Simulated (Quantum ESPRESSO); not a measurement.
**How volume moves the moments of NiO**

How does volume change the magnetic state of NiO?

Main program and level: Quantum ESPRESSO 7.5; PBE with U = 6 eV on Ni d (ortho-atomic projectors); plane waves with GBRV 1.5 PBE potentials, no spin-orbit coupling.

## 1. Starting point

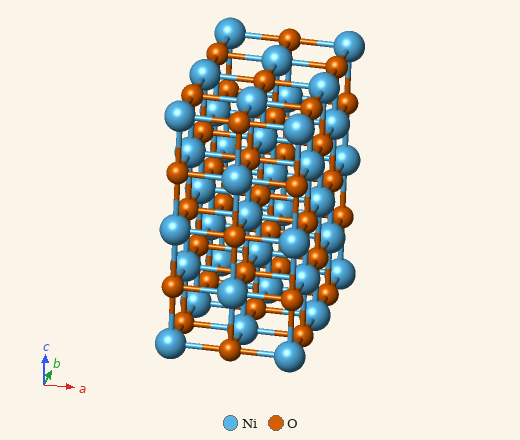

Start, viewed slightly off an axis; nickel blue, oxygen orange. 1×2×2 cells are drawn. This picture shows the conventional cell, with its axes. Some periodic images of atoms are drawn too.

Coordinates:

```cif
data_structure
_symmetry_space_group_name_H-M 'P 1'
_symmetry_Int_Tables_number 1
_cell_length_a 2.9536
_cell_length_b 2.9536
_cell_length_c 2.9536
_cell_angle_alpha 60.000
_cell_angle_beta 60.000
_cell_angle_gamma 60.000
_cell_volume 18.22
loop_
_atom_site_label
_atom_site_type_symbol
_atom_site_fract_x
_atom_site_fract_y
_atom_site_fract_z
_atom_site_occupancy
Ni1 Ni 0.00000 0.00000 0.00000 1
O2 O 0.50000 0.50000 0.50000 1
```

The lattice constants were typed from memory of published values and not checked against a source.

## 2. Volume 0.88, ferro +

All lengths scale alike; the factor is that of the volume. Atoms keep their fractional places. Seeded atoms are those given a starting moment.

pw.in reads:

```
&CONTROL
  calculation = 'scf'
  prefix = 'pwscf'
  outdir = './tmp'
  pseudo_dir = './pseudo'
  disk_io = 'nowf'
  tprnfor = .true.
  tstress = .true.
/
&SYSTEM
  ibrav = 0
  celldm(1) = 8
  nat = 2
  ntyp = 2
  ecutwfc = 40
  ecutrho = 280
  nbnd = 20
  occupations = 'smearing'
  smearing = 'fd'
  degauss = 0.00367493
  nspin = 2
  starting_magnetization(1) = 0.1111
  starting_magnetization(2) = 0
/
&ELECTRONS
  conv_thr = 4d-09
  electron_maxstep = 150
  mixing_beta = 0.3
/
ATOMIC_SPECIES
Ni     58.6934 ni_pbe_v1.4.uspp.F.UPF
O      15.9990 o_pbe_v1.2.uspp.F.UPF
CELL_PARAMETERS alat
   0.0000000000000    0.4727565816007    0.4727565816007
   0.4727565816007    0.0000000000000    0.4727565816007
   0.4727565816007    0.4727565816007    0.0000000000000
ATOMIC_POSITIONS crystal
Ni      0.0000000000    0.0000000000    0.0000000000
O       0.5000000000    0.5000000000    0.5000000000
K_POINTS automatic
12 12 12 0 0 0
HUBBARD {ortho-atomic}
U Ni-3d 6.0000
```

Launch:

```bash
$ OMP_NUM_THREADS=1 mpirun -n 4 pw.x -nk 4 -in pw.in > pw.out
```

The log of the run:

```text
Program PWSCF v.7.5 starts

     Message from routine setup:
     using ibrav=0 with symmetry is DISCOURAGED, use correct ibrav instead

     K-points division:     npool     =       4
     Subspace diagonalization in iterative solution of the eigenvalue problem:

     bravais-lattice index     =            0
     lattice parameter (alat)  =       8.0000  a.u.
     unit-cell volume          =     108.1964 (a.u.)^3
     number of atoms/cell      =            2
     number of atomic types    =            2
     number of electrons       =        24.00
     number of Kohn-Sham states=           20
     kinetic-energy cutoff     =      40.0000  Ry
     charge density cutoff     =     280.0000  Ry
     scf convergence threshold =      4.0E-09
     mixing beta               =       0.3000
     number of iterations used =            8  plain     mixing
     Exchange-correlation= SLA  PW   PBE  PBE
                           (   1   4   3   4   0   0   0)
     Hubbard projectors: ortho-atomic
     Hubbard parameters of DFT+U (Dudarev formulation) in eV:
     U(Ni-3d) =  6.0000

     Internal variables: lda_plus_u =T, lda_plus_u_kind = 0

     Internal variables: orbital_resolved =F, hub_pot_fix =F, apply_U = F

     celldm(1)=   8.000000  celldm(2)=   0.000000  celldm(3)=   0.000000
     celldm(4)=   0.000000  celldm(5)=   0.000000  celldm(6)=   0.000000

     crystal axes: (cart. coord. in units of alat)
               a(1) = (   0.000000   0.472757   0.472757 )
               a(2) = (   0.472757   0.000000   0.472757 )
               a(3) = (   0.472757   0.472757   0.000000 )

     reciprocal axes: (cart. coord. in units 2 pi/alat)
               b(1) = ( -1.057627  1.057627  1.057627 )
               b(2) = (  1.057627 -1.057627  1.057627 )
               b(3) = (  1.057627  1.057627 -1.057627 )

     PseudoPot. # 1 for Ni read from file:
     ni_pbe_v1.4.uspp.F.UPF
     Pseudo is Ultrasoft + core correction, Zval = 18.0

     PseudoPot. # 2 for O  read from file:
     o_pbe_v1.2.uspp.F.UPF
     Pseudo is Ultrasoft + core correction, Zval =  6.0

     atomic species   valence    mass     pseudopotential
     Ni               18.00    58.69340     Ni( 1.00)
     O                 6.00    15.99900     O ( 1.00)

     Starting magnetic structure
     atomic species   magnetization
     Ni              0.111
     O               0.000

     48 Sym. Ops., with inversion, found

   Cartesian axes

     site n.     atom                  positions (alat units)
         1        Ni     tau(   1) = (   0.0000000   0.0000000   0.0000000  )
         2        O      tau(   2) = (   0.4727566   0.4727566   0.4727566  )

     number of k points=    72  Fermi-Dirac smearing, width (Ry)=  0.0037
                       cart. coord. in units 2pi/alat
        k(    1) = (   0.0000000   0.0000000   0.0000000), wk =   0.0005787
        k(    2) = (   0.0881356   0.0881356  -0.0881356), wk =   0.0046296
        k(    3) = (   0.1762711   0.1762711  -0.1762711), wk =   0.0046296
        k(    4) = (   0.2644067   0.2644067  -0.2644067), wk =   0.0046296
        k(    5) = (   0.3525422   0.3525422  -0.3525422), wk =   0.0046296
        [... 67 further k-points ...]

     Dense  grid:     8609 G-vectors     FFT dimensions: (  30,  30,  30)

     Smooth grid:     3695 G-vectors     FFT dimensions: (  24,  24,  24)

     Check: negative core charge=   -0.000016
     Generating pointlists ...
     new r_m :   0.1950 (alat units)  1.5601 (a.u.) for type    1
     new r_m :   0.1950 (alat units)  1.5601 (a.u.) for type    2

     Initial potential from superposition of free atoms

     starting charge      22.0000, renormalised to      24.0000

     STARTING HUBBARD OCCUPATIONS:

     =================== HUBBARD OCCUPATIONS ===================
     ------------------------ ATOM    1 ------------------------
     Tr[ns(  1)] (up, down, total) =   5.00000  3.00000  8.00000
     Atomic magnetic moment for atom   1 =   2.00000
     [... lines left out ...]
     Number of occupied Hubbard levels =    8.0000

     Atomic wfc used for Hubbard projectors are orthogonalized

     Starting wfcs are   17 randomized atomic wfcs +    3 random wfcs

     Self-consistent Calculation

     iteration #  1     ecut=    40.00 Ry     beta= 0.30
     Davidson diagonalization with overlap
     ethr =  1.00E-02,  avg # of iterations =  5.8

     =================== HUBBARD OCCUPATIONS ===================
     ------------------------ ATOM    1 ------------------------
     Tr[ns(  1)] (up, down, total) =   3.58751  1.00241  4.58993
     Atomic magnetic moment for atom   1 =   2.58510
     [... lines left out ...]
     Number of occupied Hubbard levels =    4.5899

     total energy              =    -368.71176391 Ry
     estimated scf accuracy    <      24.11190952 Ry

     total magnetization       =     2.74 Bohr mag/cell
     absolute magnetization    =     2.80 Bohr mag/cell

     iteration #  2     ecut=    40.00 Ry     beta= 0.30
     Davidson diagonalization with overlap
     ethr =  1.00E-02,  avg # of iterations =  3.0

     total energy              =    -374.00699607 Ry
     estimated scf accuracy    <       8.19433974 Ry

     total magnetization       =     0.30 Bohr mag/cell
     absolute magnetization    =     0.30 Bohr mag/cell

     [... further iterations left out ...]

     iteration # 11     ecut=    40.00 Ry     beta= 0.30
     Davidson diagonalization with overlap
     ethr =  1.43E-10,  avg # of iterations =  2.0

     total energy              =    -375.38476321 Ry
     estimated scf accuracy    <          8.3E-09 Ry

     total magnetization       =     2.00 Bohr mag/cell
     absolute magnetization    =     2.01 Bohr mag/cell

     iteration # 12     ecut=    40.00 Ry     beta= 0.30
     Davidson diagonalization with overlap
     ethr =  3.45E-11,  avg # of iterations =  2.0

     Magnetic moment per site  (integrated on atomic sphere of radius R)
     atom   1 (R=0.195)  charge= 15.4809  magn=  1.6985
     atom   2 (R=0.195)  charge=  5.6427  magn=  0.2330

     End of self-consistent calculation

     =================== HUBBARD OCCUPATIONS ===================
     ------------------------ ATOM    1 ------------------------
     Tr[ns(  1)] (up, down, total) =   4.97091  3.25144  8.22236
     Atomic magnetic moment for atom   1 =   1.71947
     [... lines left out ...]
     Number of occupied Hubbard levels =    8.2224

     Number of k-points >= 100: set verbosity='high' to print the bands.

     the Fermi energy is    17.4429 ev

!    total energy              =    -375.38476643 Ry
     estimated scf accuracy    <          7.2E-10 Ry
     smearing contrib. (-TS)   =      -0.00000000 Ry
     internal energy E=F+TS    =    -375.38476643 Ry

     The total energy is F=E-TS. E is the sum of the following terms:
     one-electron contribution =    -199.76555500 Ry
     hartree contribution      =     116.78985178 Ry
     xc contribution           =     -43.15080192 Ry
     ewald contribution        =    -249.32659893 Ry
     Hubbard energy            =       0.06833764 Ry

     total magnetization       =     2.00 Bohr mag/cell
     absolute magnetization    =     2.01 Bohr mag/cell

     convergence has been achieved in  12 iterations

     Forces acting on atoms (cartesian axes, Ry/au):

     atom    1 type  1   force =     0.00000000   -0.00000000   -0.00000000
     atom    2 type  2   force =     0.00000000   -0.00000000   -0.00000000

     Total force =     0.000000     Total SCF correction =     0.000000

     Computing stress (Cartesian axis) and pressure

          total   stress  (Ry/bohr**3)                   (kbar)     P=      505.31
   0.00343500   0.00000000   0.00000000          505.31        0.00        0.00
  -0.00000000   0.00343500  -0.00000000           -0.00      505.31       -0.00
   0.00000000  -0.00000000   0.00343500            0.00       -0.00      505.31

=------------------------------------------------------------------------------=
   JOB DONE.
=------------------------------------------------------------------------------=
```

The job ended after 12 s (4 MPI ranks of Intel Xeon Platinum 8488C (Sapphire Rapids), shared host; peak memory 0.29 GiB).

Spin moment in the atom's sphere by atom:

```tsv
atom	spin moment in the atom's sphere (μB)
Ni1	1.70
O2	0.23
```

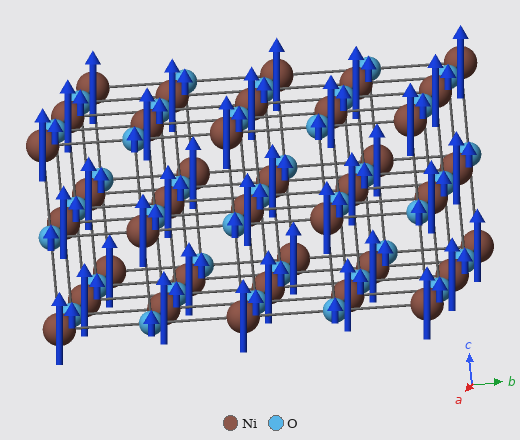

Spin moment in the atom's sphere as arrows, the longest 1.70 μB. Up and down stand for the sign. Arrows give size and sign along the axis of quantisation, drawn up and down the page. Each arrow also spans its atom, so small moments look longer than they are. 2×2×1 conventional cells are drawn. Some periodic images of atoms are drawn too.

Numbers from this step:

```yaml
smearing_term_ts: 5.31e-10 eV
pressure: 50.53 GPa
magnetization: 2 μB
absolute_magnetization: 2.014 μB
final_state: ferromagnetic
```

## 3. Volume 0.88, antiferro q=(0,0,1/2) +-

The wavevector q is in fractions of the reciprocal vectors of the crystal's primitive cell, as the cells of these inputs are built from it; moments change sign between cells as cos(2π q·R).

pw.in reads:

```
&CONTROL
  calculation = 'scf'
  prefix = 'pwscf'
  outdir = './tmp'
  pseudo_dir = './pseudo'
  disk_io = 'nowf'
  tprnfor = .true.
  tstress = .true.
/
&SYSTEM
  ibrav = 0
  celldm(1) = 8
  nat = 4
  ntyp = 3
  ecutwfc = 40
  ecutrho = 280
  nbnd = 33
  occupations = 'smearing'
  smearing = 'fd'
  degauss = 0.00367493
  nspin = 2
  starting_magnetization(1) = 0.1111
  starting_magnetization(2) = -0.1111
  starting_magnetization(3) = 0
/
&ELECTRONS
  conv_thr = 8d-09
  electron_maxstep = 150
  mixing_beta = 0.3
/
ATOMIC_SPECIES
Ni1    58.6934 ni_pbe_v1.4.uspp.F.UPF
Ni2    58.6934 ni_pbe_v1.4.uspp.F.UPF
O      15.9990 o_pbe_v1.2.uspp.F.UPF
CELL_PARAMETERS alat
   0.0000000000000    0.4727565816007    0.4727565816007
   0.4727565816007    0.0000000000000    0.4727565816007
   0.9455131631991    0.9455131631991    0.0000000000000
ATOMIC_POSITIONS crystal
Ni1     0.0000000000    0.0000000000    0.0000000000
Ni2     0.0000000000    0.0000000000    0.5000000000
O       0.5000000000    0.5000000000    0.2500000000
O       0.5000000000    0.5000000000    0.7500000000
K_POINTS automatic
12 12 6 0 0 0
HUBBARD {ortho-atomic}
U Ni1-3d 6.0000
U Ni2-3d 6.0000
```

The log of the run:

```text
     [... lines left out ...]
Program PWSCF v.7.5 starts
     [... lines left out ...]
     number of atoms/cell      =            4
     [... lines left out ...]
     number of electrons       =        48.00
     number of Kohn-Sham states=           33
     kinetic-energy cutoff     =      40.0000  Ry
     charge density cutoff     =     280.0000  Ry
     scf convergence threshold =      8.0E-09
     [... lines left out ...]
     12 Sym. Ops., with inversion, found
     [... lines left out ...]
     number of k points=    98  Fermi-Dirac smearing, width (Ry)=  0.0037
     [... lines left out ...]
     iteration # 16     ecut=    40.00 Ry     beta= 0.30
     [... lines left out ...]
     Magnetic moment per site  (integrated on atomic sphere of radius R)
     atom   1 (R=0.195)  charge= 15.4972  magn=  1.6268
     atom   2 (R=0.195)  charge= 15.4972  magn= -1.6268
     atom   3 (R=0.195)  charge=  5.6285  magn= -0.0000
     atom   4 (R=0.195)  charge=  5.6285  magn= -0.0000
     [... lines left out ...]
     Tr[ns(  1)] (up, down, total) =   4.95925  3.30234  8.26159
     [... lines left out ...]
     Tr[ns(  2)] (up, down, total) =   3.30235  4.95925  8.26159
     [... lines left out ...]
     the Fermi energy is    17.7644 ev
!    total energy              =    -750.79213457 Ry
     estimated scf accuracy    <          2.6E-09 Ry
     smearing contrib. (-TS)   =      -0.00000000 Ry
     [... lines left out ...]
     total magnetization       =    -0.00 Bohr mag/cell
     absolute magnetization    =     3.55 Bohr mag/cell
     convergence has been achieved in  16 iterations
     [... lines left out ...]
     Total force =     0.000000     Total SCF correction =     0.000002
     [... lines left out ...]
          total   stress  (Ry/bohr**3)                   (kbar)     P=      456.83
     [... lines left out ...]
```

Run time: 64 s. Hardware: 4 MPI ranks; peak memory 0.45 GiB.

Spin moment in the atom's sphere by atom:

```tsv
atom	spin moment in the atom's sphere (μB)
Ni1	1.63
Ni2	-1.63
O3	0.00
O4	0.00
```

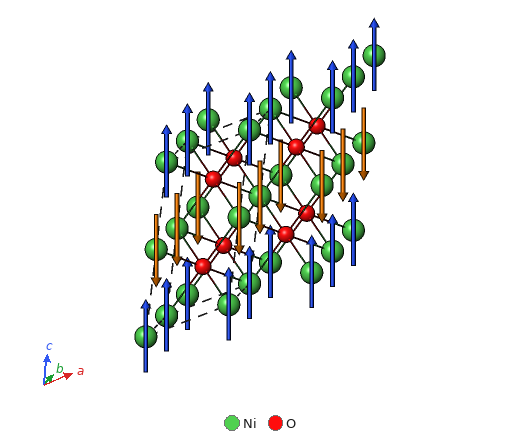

Spin moment in the atom's sphere as arrows, the longest 1.63 μB. Up and down stand for the sign. Arrows give size and sign along the axis of quantisation, drawn up and down the page. The two directions have two colours. Bonds to atoms that aren't drawn are left out. 2×2×1 cells are drawn. Some periodic images of atoms are drawn too.

Numbers from this step:

* smearing term TS: 4.91e-14 eV
* pressure: 45.68 GPa
* magnetization: 0 μB
* absolute magnetization: 3.547 μB
* final state: antiferromagnetic

## 4. Volume 0.88, no spin polarisation

pw.in reads:

```
&CONTROL
  calculation = 'scf'
  prefix = 'pwscf'
  outdir = './tmp'
  pseudo_dir = './pseudo'
  disk_io = 'nowf'
  tprnfor = .true.
  tstress = .true.
/
&SYSTEM
  ibrav = 0
  celldm(1) = 8
  nat = 2
  ntyp = 2
  ecutwfc = 40
  ecutrho = 280
  nbnd = 19
  occupations = 'smearing'
  smearing = 'fd'
  degauss = 0.00367493
/
&ELECTRONS
  conv_thr = 4d-09
  electron_maxstep = 150
  mixing_beta = 0.3
/
ATOMIC_SPECIES
Ni     58.6934 ni_pbe_v1.4.uspp.F.UPF
O      15.9990 o_pbe_v1.2.uspp.F.UPF
CELL_PARAMETERS alat
   0.0000000000000    0.4727565816007    0.4727565816007
   0.4727565816007    0.0000000000000    0.4727565816007
   0.4727565816007    0.4727565816007    0.0000000000000
ATOMIC_POSITIONS crystal
Ni      0.0000000000    0.0000000000    0.0000000000
O       0.5000000000    0.5000000000    0.5000000000
K_POINTS automatic
12 12 12 0 0 0
HUBBARD {ortho-atomic}
U Ni-3d 6.0000
```

The log of the run:

```text
     [... lines left out ...]
Program PWSCF v.7.5 starts
     [... lines left out ...]
     number of atoms/cell      =            2
     [... lines left out ...]
     number of electrons       =        24.00
     number of Kohn-Sham states=           19
     kinetic-energy cutoff     =      40.0000  Ry
     charge density cutoff     =     280.0000  Ry
     scf convergence threshold =      4.0E-09
     [... lines left out ...]
     48 Sym. Ops., with inversion, found
     [... lines left out ...]
     number of k points=    72  Fermi-Dirac smearing, width (Ry)=  0.0037
     [... lines left out ...]
     iteration # 11     ecut=    40.00 Ry     beta= 0.30
     [... lines left out ...]
     Tr[ns(  1)] =   8.54138
     [... lines left out ...]
     the Fermi energy is    16.8012 ev
!    total energy              =    -375.26062366 Ry
     estimated scf accuracy    <          4.7E-10 Ry
     smearing contrib. (-TS)   =      -0.00095835 Ry
     [... lines left out ...]
     convergence has been achieved in  11 iterations
     [... lines left out ...]
     Total force =     0.000000     Total SCF correction =     0.000000
     [... lines left out ...]
          total   stress  (Ry/bohr**3)                   (kbar)     P=      287.93
     [... lines left out ...]
```

It took 6.8 s on 4 MPI ranks; peak memory 0.27 GiB.

This step gave:

```
smearing term TS : 0.01304 eV
pressure         : 28.79 GPa
final state      : non-magnetic (no spin polarisation)
```

(Part 1 of 2 ends here.)

[Logs and program files are shortened in this print: banners, set-up blocks, solver, clock and traceback lines can be left out without a mark of their own.]

[Logs are printed without paths, hosts, clocks, repeated set-up lines and the standing remarks that a program may print on its own settings, such as how far it seeks lower states.]

[Hosts, paths, dates, database ids (printed as entryN), source tags and the programs' standing remarks are cut or masked in the printed files.]

[Where a cell is said to come from a database of computed structures, the database is the Materials Project.]
